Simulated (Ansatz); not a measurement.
## Zr, response to strain

Start from Zr in the hcp (Mg type) structure (space group P6_3/mmc, No. 194; a = 3.230 Å, c = 5.179 Å; relaxed with 0.1 eV smearing). Axes: x lies along a and z along c of the hexagonal cell.

Strains are applied to the cell and any free atomic positions relax.

Level of theory: Ansatz (a program for electronic structure), PBE, PAW, cutoff 420 eV, no SOC.

Notes on the quantities. energy relative to the base: free energy F.

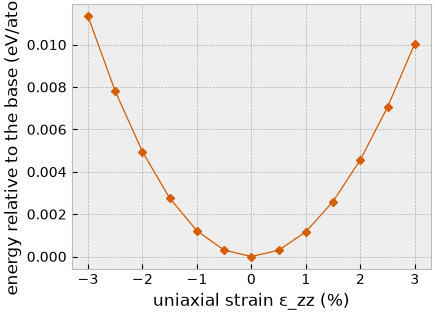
Energy relative to the base against uniaxial strain ε_zz

Question: From the plot, what is the energy relative to the base for uniaxial strain ε_zz = −0.50 %?

Answer: About 0.0003 eV/atom.

Question: Is the trend monotonic over the range shown?

Answer: No, it turns within the range, spanning 0 meV/atom to +11 meV/atom.

Whether these cells are dynamically stable was not tested. The final runs are not spin-polarised.
